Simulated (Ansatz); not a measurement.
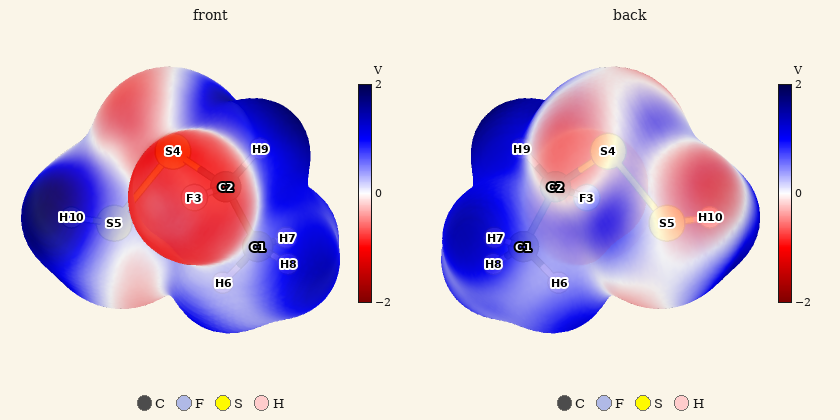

*C₂H₅FS₂ (SMILES CC(F)SS). The electrostatic potential painted on the density surface at 0.004 e/bohr³, seen from the front and from behind; red is negative and blue positive.*

Geometry: PBE0-D4/def2-TZVP.

Method: RKS PBE0-D4/def2-TZVPP (Ansatz).

```xyz
10

C    -0.5409    0.0732    1.0818
C     0.2002   -0.8051    0.1148
F     1.5577   -0.6490    0.3094
S    -0.2186   -0.5703   -1.6308
S    -0.0186    1.4352   -1.9290
H    -0.3470    1.1243    0.8638
H    -1.6134   -0.1115    1.0124
H    -0.2059   -0.1445    2.0979
H    -0.0336   -1.8661    0.2680
H     1.3035    1.4627   -2.1855
```

**Which sites attract a positive test charge, and which a negative one?**

A positive charge is drawn to the negative regions and a negative charge to the positive ones. The most negative region (about −0.9 V) lies over F3, the most positive (about +1.8 V) over H9 and H10.
